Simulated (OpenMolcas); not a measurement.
Run report: V⁴⁺ complex, multiconfigurational calculation

V⁴⁺ with 6 ligands (S; octahedron, 2.45 Å), neutralised by 6 outer point charges of +1.3 e, whose field is part of the energies. Computed at this level: state-averaged CASSCF, active space 1 electron in the shell 3d, basis ANO-RCC-VTZP on the metal and ANO-RCC-VDZP on the ligands, DKH2 scalar Hamiltonian, spin-orbit coupling by RASSI with atomic mean-field integrals (OpenMolcas).

The program's output (extracts):
```
--- SEWARD ---
Basis set label: V.ANO-RCC...6S5P3D2F1G.

      Electronic valence basis set:
      ------------------
      Associated Effective Charge  23.000000 au
      Associated Actual Charge     23.000000 au
      Nuclear Model: Point charge

      Shell  nPrim  nBasis  Cartesian Spherical Contaminant
         s      21       6        X
         p      15       5        X
         d      10       3                 X
         f       6       2                 X
         g       4       1                 X
                  Relativistic Douglas-Kroll-Hess integrals:
                    - DKH order of Hamiltonian: 2
                    - DKH order of Properties : 0
                  Atomic mean-field integrals
--- RASSCF ---
Wave function specifications:
      -----------------------------

      Number of closed shell electrons         126
      Number of electrons in active shells       1
      Max number of holes in RAS1 space          0
      Max nr of electrons in RAS3 space          0
      Number of inactive orbitals               63
      Number of active orbitals                  5
      Number of secondary orbitals              99
      Spin quantum number                      0.5
      State symmetry                             1
Orbital specifications:
      -----------------------

      Symmetry species                           1   2
                                                ag  au
      Frozen orbitals                            0   0
      Inactive orbitals                         30  33
      Active orbitals                            5   0
      RAS1 orbitals                              0   0
      RAS2 orbitals                              5   0
      RAS3 orbitals                              0   0
      Secondary orbitals                        49  50
      Deleted orbitals                           0   0
      Number of basis functions                 84  83
      Number of CSFs                             5
      Number of root(s) required                 5
      Iter CI   SX   CI       RASSCF       Energy    max ROT     max BLB   max BLB  Level Ln srch  Step   QN
          iter iter root      energy       change     param      element    value   shift minimum  type update
 Nr of preliminary CI iterations:   1
      Total energies have been shifted. Add                -3000.00 au
        1   1   12    0  -341.17581618    0.00E+00  -1.25E-01*   5  45 2 -4.59E-01*  1.35   0.00    SX    NO
        2   1   13    0  -342.31164085   -1.14E+00* -7.59E-02   30  33 1  2.02E-01*  1.12   0.00    SX    NO
        3   1   14    0  -342.84369513   -5.32E-01* -7.19E-02   30  33 1  1.69E-01*  0.95   0.00    SX    NO
        4   1   14    0  -343.08173933   -2.38E-01* -5.24E-02   30  33 1  1.15E-01*  0.81   0.00    SX    NO
        5   1   14    0  -343.18370919   -1.02E-01* -4.80E-02   30  33 1  6.71E-02*  0.84   2.30    LS   YES
        6   1   14    0  -343.23022967   -4.65E-02*  3.12E-02   11  34 2 -5.14E-02*  0.89   1.42    QN   YES
        7   1   14    0  -343.25595304   -2.57E-02*  2.62E-02   11  34 2 -3.61E-02*  0.87   2.06    LS   YES
        8   1   13    0  -343.26479127   -8.84E-03* -1.30E-02    4  44 2 -3.27E-02*  0.85   1.26    QN   YES
        9   1   13    0  -343.27396629   -9.18E-03* -1.24E-02   28  78 1  1.49E-02*  0.85   2.08    LS   YES
       10   1   13    0  -343.27729874   -3.33E-03* -3.58E-03    2  57 1  1.26E-02*  0.85   1.13    QN   YES
        ...
       21   1    8    0  -343.28070409   -1.71E-07*  4.25E-05   27  75 2  4.93E-05   0.84   1.43    QN   YES
       22   1    7    0  -343.28070414   -5.13E-08*  2.24E-05   11  58 2 -2.15E-05   0.84   1.40    QN   YES
       23   1    7    0  -343.28070415   -1.40E-08* -8.35E-06   33  78 2 -1.04E-05   0.84   1.40    QN   YES
       24   1    6    0  -343.28070416   -3.62E-09  -4.37E-06    9  57 2 -8.65E-06   0.84   1.34    QN   YES
      Convergence after 24 iterations
       25   1    6    0  -343.28070416   -8.03E-10  -4.37E-06    9  57 2 -2.99E-06   0.84   1.34    QN   YES
      Natural orbitals and occupation numbers for root  1
      sym 1:   1.000000  -0.000000   0.000000   0.000000   0.000000
      Natural orbitals and occupation numbers for root  2
      sym 1:  -0.000000   0.000000  -0.000000   1.000000   0.000000
      Natural orbitals and occupation numbers for root  3
      sym 1:  -0.000000   1.000000   0.000000   0.000000  -0.000000
::    RASSCF root number  1 Total energy:  -3343.29908705
::    RASSCF root number  2 Total energy:  -3343.29908705
::    RASSCF root number  3 Total energy:  -3343.29908705
::    RASSCF root number  4 Total energy:  -3343.25312982
::    RASSCF root number  5 Total energy:  -3343.25312982
--- RASSI ---
SPIN-FREE ENERGIES:
  (Shifted by EMIN (a.u.) =      -3343.2990870516)

 SF State       Relative EMIN(au)   Rel lowest level(eV)    D:o, cm**(-1)

     1             0.0000000000        0.0000000000              0.0000
     2             0.0000000000        0.0000000000              0.0000
     3             0.0000000000        0.0000000000              0.0000
     4             0.0459572310        1.2505599636          10086.4463
     5             0.0459572315        1.2505599771          10086.4464
     Dipole printing threshold changed to   1.00000000E+00
Eigenvalues of complex Hamiltonian:
   -----------------------------------
  (Shifted by EMIN (a.u.) =      -3343.2990870516)

 SO State       Relative EMIN(au)   Rel lowest level(eV)    D:o, cm**(-1)

     1            -0.0004847327        0.0000000000              0.0000
     2            -0.0004847327        0.0000000000              0.0000
     3            -0.0004847327        0.0000000000              0.0000
     4            -0.0004847327        0.0000000000              0.0000
     5             0.0009307089        0.0385161273            310.6535
     6             0.0009307089        0.0385161273            310.6535
     7             0.0459766092        1.2642775202          10197.0859
     8             0.0459766092        1.2642775202          10197.0859
     9             0.0459766097        1.2642775336          10197.0860
    10             0.0459766097        1.2642775336          10197.0860
Weights of the five most important spin-orbit-free states for each spin-orbit state.

 SO State  Total energy (au)           Spin-free states, spin, and weights
 -------------------------------------------------------------------------------------------------------
    1        -0.000485       3 0.5  0.6664    2 0.5  0.1668    1 0.5  0.1664    5 0.5  0.0004    4 0.5  0.0000
    2        -0.000485       3 0.5  0.6527    2 0.5  0.2236    1 0.5  0.1233    5 0.5  0.0004    4 0.5  0.0000
    3        -0.000485       1 0.5  0.5081    2 0.5  0.4913    4 0.5  0.0004    3 0.5  0.0002    5 0.5  0.0000
    4        -0.000485       1 0.5  0.5349    2 0.5  0.4512    3 0.5  0.0135    4 0.5  0.0004    5 0.5  0.0000
    5         0.000931       1 0.5  0.3333    2 0.5  0.3333    3 0.5  0.3333    4 0.5  0.0000    5 0.5  0.0000
    6         0.000931       1 0.5  0.3333    2 0.5  0.3333    3 0.5  0.3333    5 0.5  0.0000    4 0.5  0.0000
    7         0.045977       4 0.5  0.9996    1 0.5  0.0003    2 0.5  0.0001    3 0.5  0.0000    5 0.5  0.0000
    8         0.045977       4 0.5  0.9996    1 0.5  0.0003    2 0.5  0.0001    3 0.5  0.0000    5 0.5  0.0000
    9         0.045977       5 0.5  0.9996    3 0.5  0.0003    2 0.5  0.0001    1 0.5  0.0000    4 0.5  0.0000
   10         0.045977       5 0.5  0.9996    3 0.5  0.0003    2 0.5  0.0001    1 0.5  0.0000    4 0.5  0.0000
 -------------------------------------------------------------------------------------------------------
```

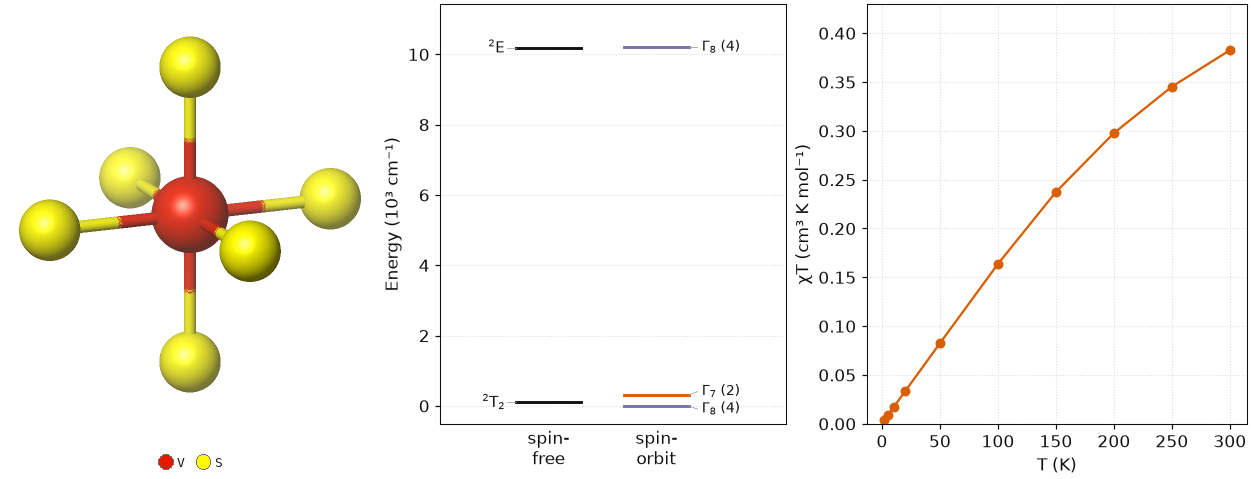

V⁴⁺ (3d) with 6 ligands, S²⁻, at 2.45 Å (arrangement: octahedron, Oh), neutralised by outer point charges of +1.3 e, and its levels and susceptibility. Labels give the representation in O, Td, D4 or D3 as the site allows (double group for half-integer spin) where it could be assigned and, in brackets, the degeneracy; spin-free states, where drawn, share the zero of the spin-orbit levels. Powder susceptibility by Van Vleck's formula. The ground level is Γ₈, 4-fold degenerate, 100 % from states of spin multiplicity 2. The next level lies at 311 cm⁻¹ (Γ₇). The lowest spin-free state is ²T₂; of the same spin there follows at 10,100 cm⁻¹ (²E) above it. A ligand-field fit to the spin-free states gives |10Dq| = 10,100 cm⁻¹. χT is close to 0 cm³ K mol⁻¹ at 2 K and 0.383 at 300 K, an effective moment of 1.75 μB. The active orbitals hold 75 to 94 % metal character (Löwdin), and the Mulliken charge of the metal is +1.31.

Input:
```
&GATEWAY
Coord
7

V 0.0 0.0 0.0
S 2.450000 0.000000 0.000000
S 0.000000 2.450000 0.000000
S -2.450000 0.000000 0.000000
S 0.000000 -2.450000 0.000000
S 0.000000 0.000000 2.450000
S 0.000000 0.000000 -2.450000
Basis=V.ANO-RCC-VTZP,S.ANO-RCC-VDZP
Group=XYZ
NoMove
AngMom=0.0 0.0 0.0
AMFI
RICD
XField
3 Angstrom 0
5.250000 0.000000 0.000000 1.333333
0.000000 5.250000 0.000000 1.333333
0.000000 0.000000 5.250000 1.333333
&SEWARD
&RASSCF
FileOrb=start.orb
Symmetry=1
Spin=2
nActEl=1 0 0
Inactive=30 33
Ras2=5 0
CIRoot=5 5 1
SDav=5
CIMx=300
Iter=150 100
PrWF=0.3
OrbListing=Nothing
MaxOrb=0
LevShft=1.0
>>> COPY $Project.JobIph JOB001
&RASSI
NrOfJobIphs=1 5
1 2 3 4 5
IphNames
JOB001
EJob
SpinOrbit
DIPRint=1.0
SOCoupling=1000.0
Subsets=2
Property=9
'ANGMOM' 1 'ANGMOM' 2 'ANGMOM' 3 'MLTPL  1' 1 'MLTPL  1' 2 'MLTPL  1' 3
'AMFI' 1 'AMFI' 2 'AMFI' 3
SOProperty=3
'ANGMOM' 1 'ANGMOM' 2 'ANGMOM' 3
```

The file start.orb holds starting orbitals from an earlier step. A driver script formed the levels outside the program, from RASSI's spin-orbit matrix and the active-space energies, averaged over the components of each term or state.

Launched with:
```bash
OMP_NUM_THREADS=1 MOLCAS_MEM=2457 MOLCAS_PROJECT=a pymolcas a.inp > a.log  # once for each step of the input, in one work folder
```

Results in brief:

| quantity | value |
| --- | --- |
| outcome | converged |
| energy of the lowest spin-free term | −3343.29909 hartree |
| energy of the lowest spin-orbit level | −3343.29957 hartree |
| largest spread among components of a term | 0.0 cm⁻¹ |
| hardware | 1 thread of Arm Neoverse V2, 24 GiB of memory available, shared host |
| wall time | 21 s |
| peak memory | 0.2 GiB |

Remarks:

Limits: covalent bonds, ligand orbitals missing from the active space; bare point charges leave oxide and sulfide ligands too diffuse, field too small; distances are set from ionic radii, not optimised.
